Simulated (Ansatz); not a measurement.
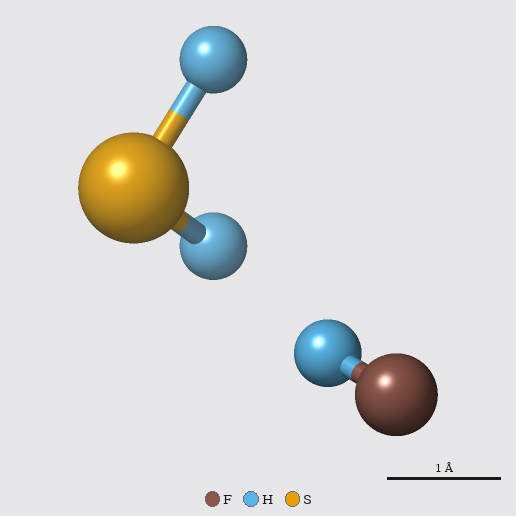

The structure as it stands in the input.

The calculation was set up as follows.

```yaml
crystal:
  periodic: [false, false, false]
  atoms:
    - {symbol: F, position_ang: [0.628525, 0.184109, -2.026242]}
    - {symbol: H, position_ang: [0.156436, 0.068639, -1.226665]}
    - {symbol: S, position_ang: [-1.044773, -0.257384, 1.841795]}
    - {symbol: H, position_ang: [-0.078011, -1.075224, 2.288029]}
    - {symbol: H, position_ang: [-0.440273, 0.829278, 2.348117]}
basis:
  gaussian: {orbitals: "def2-TZVPPD.json"}
hamiltonian: {xc: pbe, dispersion: d4}
```

Command:

```sh
ansatz run in.yaml --threads 2 --pin off --events-out ev --progress --plain --max-ram 5222MiB
```

Output:

```
Functional definition: PBE
  name "PBE"
  cite "Perdew, Burke & Ernzerhof, Phys. Rev. Lett. 77, 3865 (1996) doi:10.1103/PhysRevLett.77.3865"
  parent pbe
  parameter kappa = 0.804
  parameter beta = 0.06672455060314922
  exchange = pbe_x(kappa = kappa, mu = beta*pi^2/3)
  correlation = pbe_c(beta = beta)
692 factors; their error is unknown
mean field evaluation 1: about -13593.2104 eV, gradient 3.8e1 eV
mean field evaluation 2: about -13586.9404 eV, gradient 7.8e1 eV
mean field evaluation 4: about -13595.6285 eV, gradient 1.8e0 eV
mean field evaluation 8: about -13595.6336 eV, gradient 2.4e-2 eV
mean field -13595.61962865 eV, -499.6298059108 hartree, gradient 5.2e-5 eV, S^2 0.000000; 0 other end points of the search recorded, 0 dependent functions left out
reference -13595.61969394 eV, -499.6298083104 hartree; 14, 14 occupied and 128, 128 virtual orbitals, 692 factors
Total energy: -13595.64495148 eV, -499.6307365077 hartree
```
